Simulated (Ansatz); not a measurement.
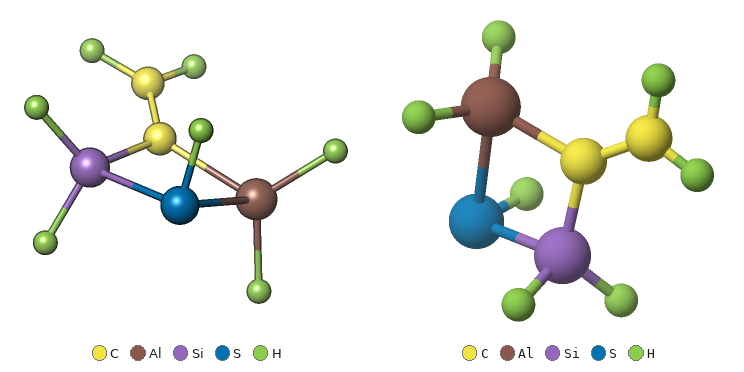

Two views of one molecule.

The geometry was computed by an optimisation with PBE0-D4/def2-TZVP.

What does the picture show?

It has 12 atoms: 2 carbon, 7 hydrogen, 1 aluminium, 1 sulfur and 1 silicon (C2H7AlSSi). This geometry has C1 symmetry. Coordination, clear cases only: 2 C trigonal planar; 1 Si tetrahedral; 1 S trigonal pyramidal.

More results for the same structure follow; atom numbers are the same in all pictures, views and colours differ.

**Shape**

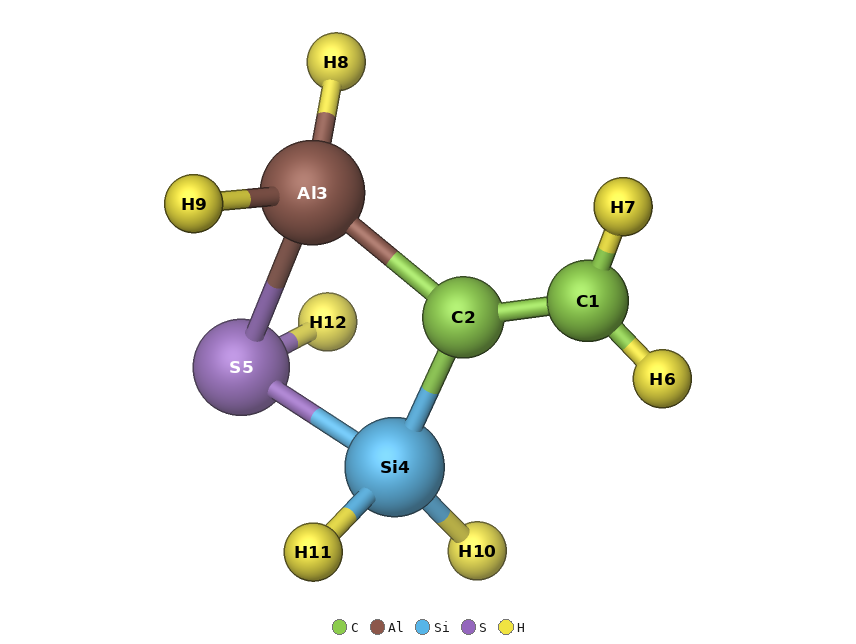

Give the bond lengths.

```tsv
bond	length (Å)
C1–C2	1.334
C1–H6	1.091
C1–H7	1.090
C2–Al3	1.997
C2–Si4	1.836
Al3–S5	2.574
Al3–H8	1.591
Al3–H9	1.592
Si4–S5	2.214
Si4–H10	1.488
Si4–H11	1.484
S5–H12	1.346
```

**Levels of theory compared**

Program: Ansatz 0.2.0.

Tabulate dipole (D) at these levels: B3LYP-D4/def2-TZVPP; PBE-D4/def2-TZVPP; PBE0-D4/def2-TZVP; r2SCAN-D4/def2-TZVPP; ωB97M-V/def2-TZVPP.

```
               level  dipole (D)
 B3LYP-D4/def2-TZVPP        2.69
   PBE-D4/def2-TZVPP        2.62
   PBE0-D4/def2-TZVP        2.73
r2SCAN-D4/def2-TZVPP        2.72
  ωB97M-V/def2-TZVPP        2.75
```

**Charges**

The questions are on Mulliken charges. Method: RKS ωB97M-V/def2-TZVPP (Ansatz 0.2.0).

Question: Which atom carries the highest charge (most positive or least negative)?

Answer: Al3 (0.33 e).

Question: And the lowest?

Answer: C2 (−0.27 e).

List the Mulliken charges.

| atom | value (e) |
| --- | --- |
| C1 | −0.21 |
| C2 | −0.27 |
| Al3 | 0.33 |
| Si4 | 0.25 |
| S5 | −0.19 |
| H6 | 0.10 |
| H7 | 0.11 |
| H8 | −0.14 |
| H9 | −0.14 |
| H10 | −0.01 |
| H11 | 0.00 |
| H12 | 0.15 |

**Thermal motion**

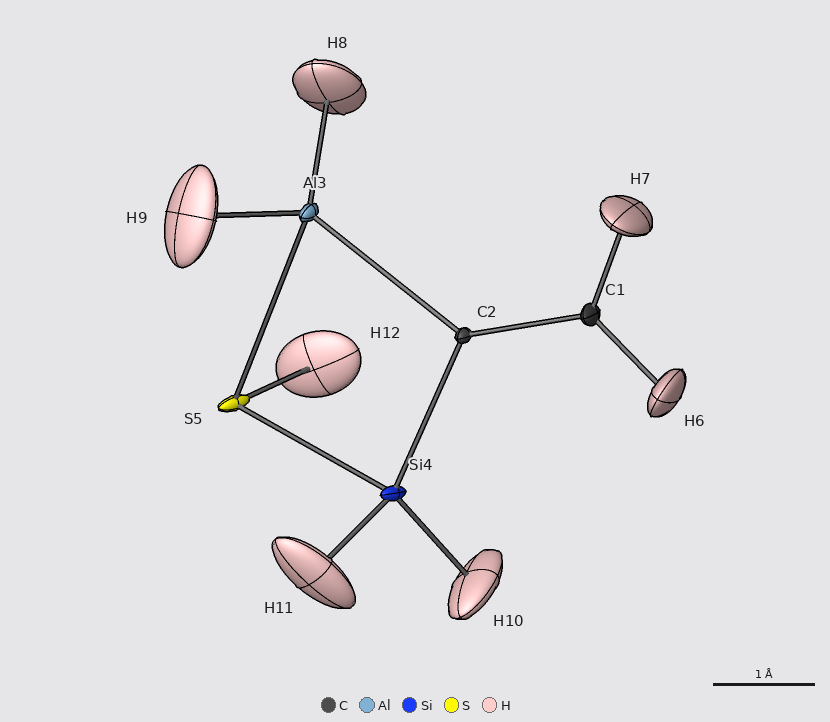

Displacement ellipsoids at the 50 % level, from the internal vibrations of the free molecule (harmonic, no overall translation or rotation; no half-axis is drawn under 0.075 Å). Vibrations computed with RKS PBE0-D4/def2-TZVP (Ansatz 0.2.0). Temperature: 298 K.

List U_eq and the three principal root-mean-square amplitudes for each kind of atom.

```tsv
atom	U_eq (Å²)	rms amplitudes (Å)
C1	0.0188	0.049, 0.071, 0.221
C2	0.0037	0.047, 0.049, 0.081
Al3	0.0051	0.042, 0.061, 0.099
Si4	0.0066	0.033, 0.046, 0.129
S5	0.0068	0.033, 0.053, 0.129
H6	0.0530	0.090, 0.173, 0.347
H7	0.0589	0.088, 0.177, 0.371
H8	0.0565	0.112, 0.220, 0.329
H9	0.0565	0.116, 0.209, 0.335
H10	0.0580	0.103, 0.179, 0.363
H11	0.0541	0.109, 0.169, 0.349
H12	0.0487	0.106, 0.218, 0.296
```

Mulliken values depend strongly on the basis set and can even reverse the polarity of a bond.
